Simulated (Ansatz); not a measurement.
The starting structures come from a database of crystals and need not be the phases stable at ambient conditions.

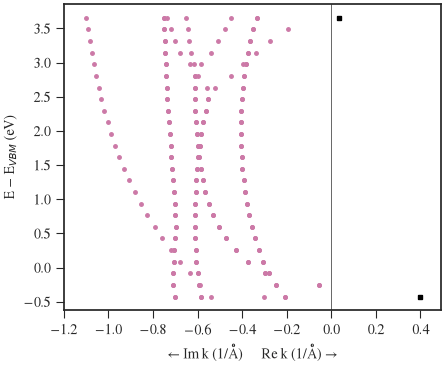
Fig. 1. Complex bands at the centre of the two-dimensional zone; r2SCAN in Ansatz (a program for electronic structure)

The gap is the functional's own, uncorrected, and κ follows it; spin-orbit coupling is left out. Mid-gap means the computed energy nearest the middle.

### Question
This is TeO₂ (P4_12_12, 12 atoms a cell, 14.9 Å³ an atom) along the normal of (001). Read off the slowest decay at the centre of the two-dimensional zone at 1.78 eV, the computed energy nearest the middle of the gap.

### Answer
κ ≈ 0.41 1/Å, a decay length 1/(2κ) of the density of 1.2 Å.
